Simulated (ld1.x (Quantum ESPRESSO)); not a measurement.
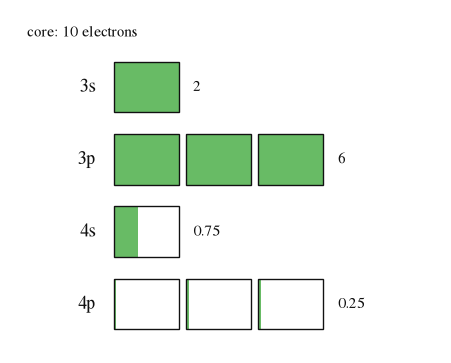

The valence shells of the reference configuration: a box for each of the 2l + 1 orbitals, shaded by the share of the shell that is filled, with the electron count at the right.

**K: pseudopotential generation (part 1 of 2)**

Potassium (K, Z = 19), core [Ne], reference valence 3s2 3p6 4s0.75 4p0.25, valence charge 9. Computed at this level: TM potential, LDA (PZ), fully relativistic, made with ld1.x (Quantum ESPRESSO) 7.5.

### Input file
```
 &input
   title='K', zed=19., rel=2, dft='PZ', iswitch=3,
   config='[Ar] 3d-2 4s0.75 4p0.25', rel_dist='average',
   nld=5, rlderiv=1.70, eminld=-5.0, emaxld=5.0, deld=0.02
 /
 &inputp
   pseudotype=2, tm=.true., lloc=0,
   nlcc=.true., new_core_ps=.true., rcore=0.80,
   file_pseudopw='K.UPF', file_wfcaegen='ae.wfc', file_wfcncgen='nc.wfc', file_beta='beta', file_chi='chi'
 /
3
3P  2  1   6.00   0.00  1.55  1.55  0.0
3D  3  2  -2.00   0.30  1.35  1.35  0.0
3S  1  0   2.00   0.00  1.40  1.40  0.0
 &test
   configts(1)='3s2 3p6 4s0.75 4p0.25'
 /
```

### Input of the test run
```
 &input
   title='K', zed=19., rel=2, dft='PZ', iswitch=2,
   config='[Ar] 3d-2 4s0.75 4p0.25', rel_dist='average'
 /
 &test
   file_pseudo='K.UPF', nconf=7,
   configts(1)='3s2 3p6 4s0.75 4p0.25',
   configts(2)='3s2 3p6 4s1 4p0',
   configts(3)='3s2 3p6 4s0 4p0',
   configts(4)='3s2 3p6 4s0.5 4p0',
   configts(5)='3s2 3p5 4s1 4p0',
   configts(6)='3s1 3p6 4s1 4p0',
   configts(7)='3s2 3p6 4s0 4p1'
 /
```

Hardware: 1 CPU thread, shared host.

Run as:
```bash
ld1.x < K.in > K.out
```

### Log
```
     Program LD1 v.7.5
     --------------------------- All-electron run ----------------------------

     K
     dirac relativistic calculation

     atomic number is 19.00
     dft =PZ   lsd =0 sic =0 latt =0  beta=0.20 tr2=1.0E-14
     Exchange-correlation= PZ
                           (   1   1   0   0   0   0   0)
     mesh =1165 r(mesh) = 100.03909 a.u. xmin = -7.00 dx = 0.01250
     1 Ry =  13.60569312 eV, c = 137.03599908

     n l j   nl                  e(Ry)          e(Ha)          e(eV)
     Spin orbit split results
     1 0 0.5 1S 1( 2.00)      -258.0896      -129.0448     -3511.4880
     2 0 0.5 2S 1( 2.00)       -25.9152       -12.9576      -352.5937
     2 1 0.5 2P 1( 2.00)       -20.7476       -10.3738      -282.2854
     2 1 1.5 2P 1( 4.00)       -20.5356       -10.2678      -279.4009
     3 0 0.5 3S 1( 2.00)        -2.6137        -1.3068       -35.5611
     3 1 0.5 3P 1( 2.00)        -1.4256        -0.7128       -19.3969
     3 1 1.5 3P 1( 4.00)        -1.4057        -0.7028       -19.1254
     4 0 0.5 4S 1( 0.75)        -0.1923        -0.0961        -2.6161
     4 1 0.5 4P 1( 0.08)        -0.0748        -0.0374        -1.0183
     4 1 1.5 4P 1( 0.17)        -0.0742        -0.0371        -1.0098
     Averaged results
     1 0     1S 1( 2.00)      -258.0896      -129.0448     -3511.4880
     2 0     2S 1( 2.00)       -25.9152       -12.9576      -352.5937
     2 1     2P 1( 6.00)       -20.6063       -10.3031      -280.3624
     3 0     3S 1( 2.00)        -2.6137        -1.3068       -35.5611
     3 1     3P 1( 6.00)        -1.4123        -0.7062       -19.2159
     4 0     4S 1( 0.75)        -0.1923        -0.0961        -2.6161
     4 1     4P 1( 0.25)        -0.0744        -0.0372        -1.0126

     final scf error:  1.7E-15 reached in  23 iterations

     Etot =   -1201.089701 Ry,    -600.544851 Ha,  -16341.657889 eV

     Ekin =    1208.605550 Ry,     604.302775 Ha,   16443.916215 eV
     Encl =   -2862.218131 Ry,   -1431.109066 Ha,  -38942.461546 eV
     Eh   =     516.083841 Ry,     258.041921 Ha,    7021.678373 eV
     Exc  =     -63.560961 Ry,     -31.780481 Ha,    -864.790930 eV

     normalization and overlap integrals

     s(1S/1S) =  1.000000  <r> =   0.0812  <r2> =    0.0089  r(max) =   0.0533
     s(2S/2S) =  1.000000  <r> =   0.3889  <r2> =    0.1794  r(max) =   0.3184
     s(2P/2P) =  1.000000  <r> =   0.3495  <r2> =    0.1517  r(max) =   0.2607
     s(2P/2P) =  1.000000  <r> =   0.3520  <r2> =    0.1537  r(max) =   0.2640
     s(3S/3S) =  1.000000  <r> =   1.2703  <r2> =    1.8725  r(max) =   1.0704
     s(3P/3P) =  1.000000  <r> =   1.4306  <r2> =    2.4398  r(max) =   1.1538
     s(3P/3P) =  1.000000  <r> =   1.4397  <r2> =    2.4712  r(max) =   1.1538
     s(4S/4S) =  1.000000  <r> =   4.8761  <r2> =   27.5520  r(max) =   3.9771
     s(4P/4P) =  1.000000  <r> =   6.9460  <r2> =   56.1483  r(max) =   5.7148
     s(4P/4P) =  1.000000  <r> =   6.9764  <r2> =   56.6251  r(max) =   5.7148

     ------------------------ End of All-electron run ------------------------

     --------------------- Generating NC pseudopotential ---------------------

      Generating local pot.: lloc=0, matching radius rcloc =   1.4000

      Computing core charge for nlcc:

       r > 0.80 : true rho core
      Core charge pseudized with two Bessel functions
      Integrated core pseudo-charge :   4.40

     Fully relativistic calculation: |psi|^2

     Wfc 3P LC norm =  0.99989047 SC norm =  0.00010883 missing  0.00000070

     Wfc 3P LC norm =  0.99989162 SC norm =  0.00010040 missing  0.00000798

      Wfc   3P  rcut= 1.538  Using Troullier-Martins method

      Wfc   3P  rcut= 1.538  Using Troullier-Martins method

      Wfc   3D  rcut= 1.357  Using Troullier-Martins method

      Wfc   3D  rcut= 1.357  Using Troullier-Martins method

     ------------------- End of pseudopotential generation -------------------

     --------------------------- All-electron run ----------------------------

     K
     dirac relativistic calculation

     atomic number is 19.00
     dft =PZ   lsd =0 sic =0 latt =0  beta=0.20 tr2=1.0E-14
     Exchange-correlation= PZ
                           (   1   1   0   0   0   0   0)
     mesh =1165 r(mesh) = 100.03909 a.u. xmin = -7.00 dx = 0.01250
     1 Ry =  13.60569312 eV, c = 137.03599908

     n l j   nl                  e(Ry)          e(Ha)          e(eV)
     Spin orbit split results
     1 0 0.5 1S 1( 2.00)      -258.0896      -129.0448     -3511.4880
     2 0 0.5 2S 1( 2.00)       -25.9152       -12.9576      -352.5937
     2 1 0.5 2P 1( 2.00)       -20.7476       -10.3738      -282.2854
     2 1 1.5 2P 1( 4.00)       -20.5356       -10.2678      -279.4009
     3 0 0.5 3S 1( 2.00)        -2.6137        -1.3068       -35.5611
     3 1 0.5 3P 1( 2.00)        -1.4256        -0.7128       -19.3969
     3 1 1.5 3P 1( 4.00)        -1.4057        -0.7028       -19.1254
     4 0 0.5 4S 1( 0.75)        -0.1923        -0.0961        -2.6161
     4 1 0.5 4P 1( 0.08)        -0.0748        -0.0374        -1.0183
     4 1 1.5 4P 1( 0.17)        -0.0742        -0.0371        -1.0098
     Averaged results
     1 0     1S 1( 2.00)      -258.0896      -129.0448     -3511.4880
     2 0     2S 1( 2.00)       -25.9152       -12.9576      -352.5937
     2 1     2P 1( 6.00)       -20.6063       -10.3031      -280.3624
     3 0     3S 1( 2.00)        -2.6137        -1.3068       -35.5611
     3 1     3P 1( 6.00)        -1.4123        -0.7062       -19.2159
     4 0     4S 1( 0.75)        -0.1923        -0.0961        -2.6161
     4 1     4P 1( 0.25)        -0.0744        -0.0372        -1.0126

     final scf error:  1.7E-15 reached in  23 iterations

     Etot =   -1201.089701 Ry,    -600.544851 Ha,  -16341.657889 eV

     Ekin =    1208.605550 Ry,     604.302775 Ha,   16443.916215 eV
     Encl =   -2862.218131 Ry,   -1431.109066 Ha,  -38942.461546 eV
     Eh   =     516.083841 Ry,     258.041921 Ha,    7021.678373 eV
     Exc  =     -63.560961 Ry,     -31.780481 Ha,    -864.790930 eV

     normalization and overlap integrals

     s(1S/1S) =  1.000000  <r> =   0.0812  <r2> =    0.0089  r(max) =   0.0533
     s(2S/2S) =  1.000000  <r> =   0.3889  <r2> =    0.1794  r(max) =   0.3184
     s(2P/2P) =  1.000000  <r> =   0.3495  <r2> =    0.1517  r(max) =   0.2607
     s(2P/2P) =  1.000000  <r> =   0.3520  <r2> =    0.1537  r(max) =   0.2640
     s(3S/3S) =  1.000000  <r> =   1.2703  <r2> =    1.8725  r(max) =   1.0704
     s(3P/3P) =  1.000000  <r> =   1.4306  <r2> =    2.4398  r(max) =   1.1538
     s(3P/3P) =  1.000000  <r> =   1.4397  <r2> =    2.4712  r(max) =   1.1538
     s(4S/4S) =  1.000000  <r> =   4.8761  <r2> =   27.5520  r(max) =   3.9771
     s(4P/4P) =  1.000000  <r> =   6.9460  <r2> =   56.1483  r(max) =   5.7148
     s(4P/4P) =  1.000000  <r> =   6.9764  <r2> =   56.6251  r(max) =   5.7148

     ------------------------ End of All-electron run ------------------------

     Computing logarithmic derivative in   1.71058
     Computing logarithmic derivative in   1.71058
     Computing the partial wave expansion
       no projector for channel:   0
     R is outside the sphere for l=    1 j= 0.50
     R is outside the sphere for l=    1 j= 1.50
     R is outside the sphere for l=    2 j= 1.50
     R is outside the sphere for l=    2 j= 2.50

     ---------------------- Testing the pseudopotential ----------------------

     K
     dirac relativistic calculation

     atomic number is 19.00   valence charge is  9.00
     dft =PZ   lsd =0 sic =0 latt =0  beta=0.20 tr2=1.0E-14
     mesh =1165 r(mesh) = 100.03909 xmin = -7.00 dx = 0.01250

     n l  j  nl             e AE (Ry)       e PS (Ry)    De AE-PS (Ry)
     1 0 0.5 3S   1( 2.00)       -2.61369       -2.61371        0.00002
     2 1 0.5 3P   1( 2.00)       -1.42565       -1.42565       -0.00000
     2 1 1.5 3P   1( 4.00)       -1.40569       -1.40571        0.00002
     2 0 0.5 4S   1( 0.75)       -0.19228       -0.19420        0.00192
     3 1 0.5 4P   1( 0.08)       -0.07484       -0.07504        0.00020
     3 1 1.5 4P   1( 0.17)       -0.07422       -0.07442        0.00020

     eps = 5.9E-16  iter = 14

     Etot =   -1201.089701 Ry,    -600.544851 Ha,  -16341.657889 eV
     Etotps =   -64.414468 Ry,     -32.207234 Ha,    -876.403483 eV

     Ekin =      19.952438 Ry,       9.976219 Ha,     271.466754 eV
     Encl =    -108.950470 Ry,     -54.475235 Ha,   -1482.346666 eV
     Ehrt =      45.162303 Ry,      22.581152 Ha,     614.464436 eV
     Ecxc =     -17.020484 Ry,      -8.510242 Ha,    -231.575483 eV
     (Ecc =      -7.589065 Ry,      -3.794533 Ha,    -103.254492 eV)
     Epseu=      -3.558255 Ry,      -1.779127 Ha,     -48.412524 eV

     ---------------------- End of pseudopotential test ----------------------
```

### Output of the test run (extracts)
```
     ---------------------- Testing the pseudopotential ----------------------

     K
     dirac relativistic calculation

     atomic number is 19.00   valence charge is  9.00
     dft =PZ   lsd =0 sic =0 latt =0  beta=0.20 tr2=1.0E-14
     mesh =1165 r(mesh) = 100.03909 xmin = -7.00 dx = 0.01250

     n l  j  nl             e AE (Ry)       e PS (Ry)    De AE-PS (Ry)
     1 0 0.5 3S   1( 2.00)       -2.61369       -2.61371        0.00002
     2 1 0.5 3P   1( 2.00)       -1.42565       -1.42565       -0.00000
     2 1 1.5 3P   1( 4.00)       -1.40569       -1.40571        0.00002
     2 0 0.5 4S   1( 0.75)       -0.19228       -0.19420        0.00192
     3 1 0.5 4P   1( 0.08)       -0.07484       -0.07504        0.00020
     3 1 1.5 4P   1( 0.17)       -0.07422       -0.07442        0.00020

     eps = 6.2E-16  iter = 14

     Etot =   -1201.089701 Ry,    -600.544851 Ha,  -16341.657889 eV
     Etotps =   -64.414468 Ry,     -32.207234 Ha,    -876.403483 eV

     Ekin =      19.952438 Ry,       9.976219 Ha,     271.466754 eV
     Encl =    -108.950470 Ry,     -54.475235 Ha,   -1482.346666 eV
     Ehrt =      45.162303 Ry,      22.581152 Ha,     614.464436 eV
     Ecxc =     -17.020484 Ry,      -8.510242 Ha,    -231.575483 eV
     (Ecc =      -7.589065 Ry,      -3.794533 Ha,    -103.254492 eV)
     Epseu=      -3.558255 Ry,      -1.779127 Ha,     -48.412524 eV

     ---------------------- End of pseudopotential test ----------------------

     ---------------------- Testing the pseudopotential ----------------------

     K
     dirac relativistic calculation

     atomic number is 19.00   valence charge is  9.00
     dft =PZ   lsd =0 sic =0 latt =0  beta=0.20 tr2=1.0E-14
     mesh =1165 r(mesh) = 100.03909 xmin = -7.00 dx = 0.01250

     n l  j  nl             e AE (Ry)       e PS (Ry)    De AE-PS (Ry)
     1 0 0.5 3S   1( 2.00)       -2.58511       -2.58649        0.00138
     2 1 0.5 3P   1( 2.00)       -1.39747       -1.39880        0.00133
     2 1 1.5 3P   1( 4.00)       -1.37754       -1.37889        0.00135
     2 0 0.5 4S   1( 1.00)       -0.17862       -0.18068        0.00206
     3 1 0.5 4P   1( 0.00)       -0.06204       -0.06478        0.00275
     3 1 1.5 4P   1( 0.00)       -0.06142       -0.06420        0.00278

     eps = 5.9E-16  iter = 14

     Etot =   -1201.119020 Ry,    -600.559510 Ha,  -16342.056786 eV
     Etotps =   -64.443945 Ry,     -32.221972 Ha,    -876.804533 eV
     dEtot_ae =      -0.029318 Ry
     dEtot_ps =      -0.029477 Ry,   Delta E=       0.000158 Ry

     Ekin =      19.941661 Ry,       9.970831 Ha,     271.320121 eV
     Encl =    -109.190743 Ry,     -54.595371 Ha,   -1485.615739 eV
     Ehrt =      45.395512 Ry,      22.697756 Ha,     617.637407 eV
     Ecxc =     -17.041310 Ry,      -8.520655 Ha,    -231.858841 eV
     (Ecc =      -7.589065 Ry,      -3.794533 Ha,    -103.254492 eV)
     Epseu=      -3.549064 Ry,      -1.774532 Ha,     -48.287482 eV

     ---------------------- End of pseudopotential test ----------------------

     ---------------------- Testing the pseudopotential ----------------------

     K
     dirac relativistic calculation

     atomic number is 19.00   valence charge is  9.00
     dft =PZ   lsd =0 sic =0 latt =0  beta=0.20 tr2=1.0E-14
     mesh =1165 r(mesh) = 100.03909 xmin = -7.00 dx = 0.01250

     n l  j  nl             e AE (Ry)       e PS (Ry)    De AE-PS (Ry)
     1 0 0.5 3S   1( 2.00)       -3.03937       -3.04642        0.00706  !
     2 1 0.5 3P   1( 2.00)       -1.84856       -1.85572        0.00716  !
     2 1 1.5 3P   1( 4.00)       -1.82846       -1.83564        0.00718  !
     2 0 0.5 4S   1( 0.00)       -0.45027       -0.51721        0.06694  !
     3 1 0.5 4P   1( 0.00)       -0.26862       -0.14845       -0.12017  !
     3 1 1.5 4P   1( 0.00)       -0.26708       -0.14796       -0.11911  !

     eps = 5.5E-15  iter = 21

     Etot =   -1200.795141 Ry,    -600.397571 Ha,  -16337.650198 eV
     Etotps =   -64.099874 Ry,     -32.049937 Ha,    -872.123210 eV
     dEtot_ae =       0.294560 Ry
     dEtot_ps =       0.314594 Ry,   Delta E=      -0.020034 Ry

     Ekin =      19.800306 Ry,       9.900153 Ha,     269.396884 eV
     Encl =    -105.094736 Ry,     -52.547368 Ha,   -1429.886731 eV
     Ehrt =      41.528119 Ry,      20.764059 Ha,     565.018838 eV
     Ecxc =     -16.752446 Ry,      -8.376223 Ha,    -227.928641 eV
     (Ecc =      -7.589065 Ry,      -3.794533 Ha,    -103.254492 eV)
     Epseu=      -3.581116 Ry,      -1.790558 Ha,     -48.723562 eV

     ---------------------- End of pseudopotential test ----------------------
```

(Continued in part 2.) Outcome of the run: generated.
